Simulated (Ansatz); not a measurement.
# Ligand exchange: HBr + AuSH → H2S + AuBr

Gas-phase species: HBr (hydrogen bromide), singlet; AuSH `[SH][Au]`, singlet; H2S (hydrogen sulfide) `S`, singlet; AuBr (bromogold), singlet. The partners trade Br for SH: H–Br and Au–SH bonds give way to H–SH and Au–Br.

Shapes, held fixed at every level: PBE0-D4/def2-TZVP. Programs: Ansatz 0.2.0. The zero-point and thermal change to 298 K, harmonic and unscaled (PBE0-D4/def2-TZVP), is +3.0 kJ/mol.

```tsv
level	kind	ΔH(298 K) (kJ/mol)	less CCSD(T)/def2-TZVPP
r2SCAN-D4/def2-TZVPP	meta-GGA	-6.4	+5.5
BHLYP-D4/def2-TZVPP	global hybrid	-27.3	-15.4
B2PLYP/def2-TZVPP	double hybrid	-12.3	-0.4
MP2/def2-SVP	perturbation theory	-7.6	+4.3
MP2/def2-TZVPP	perturbation theory	-0.8	+11.1
CCSD/def2-SVP	coupled cluster or CI	-17.9	-6.0
CCSD(T)/def2-TZVPP	coupled cluster or CI	-11.9	0.0
```

The highest level, CCSD(T)/def2-TZVPP, gives ΔH(298 K) = -11.9 kJ/mol; the levels span -27.3 to -0.8. The column of differences is taken from that level and isn't an error. No measured value is set beside it here. For atoms past krypton def2 sets carry core potentials with scalar relativity. Relativity is left out for Br. Outer-core shells of Au, Br are correlated, in sets that cover them unevenly.

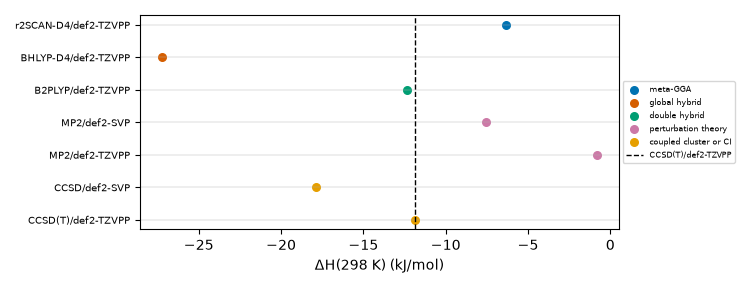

The values of the table, level by level.
